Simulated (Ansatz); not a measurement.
## Ti: response to strain

Start from Ti in the hcp (Mg type) structure (space group P6_3/mmc, No. 194; a = 2.936 Å, c = 4.640 Å; relaxed with 0.1 eV smearing).

Strains are applied to the cell and any free atomic positions relax.

Method: r2SCAN (Ansatz, a quantum-chemistry and plane-wave program), no spin-orbit coupling.

Notes on the quantities. pressure: mean of the normal stresses, compression positive.

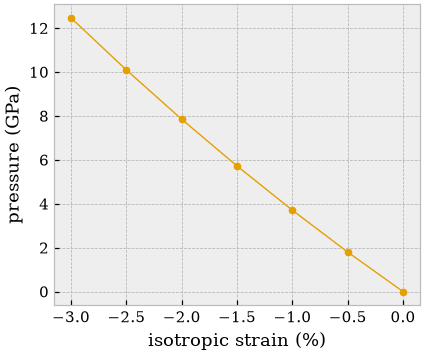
Fig. 1. Pressure against isotropic strain

```tsv
isotropic strain (%)	pressure
-3	12.5 GPa
-2.5	10.1 GPa
-2	7.8 GPa
-1.5	5.7 GPa
-1	3.7 GPa
-0.5	1.8 GPa
```

Stability against distortions was not tested. The final runs are not spin-polarised.
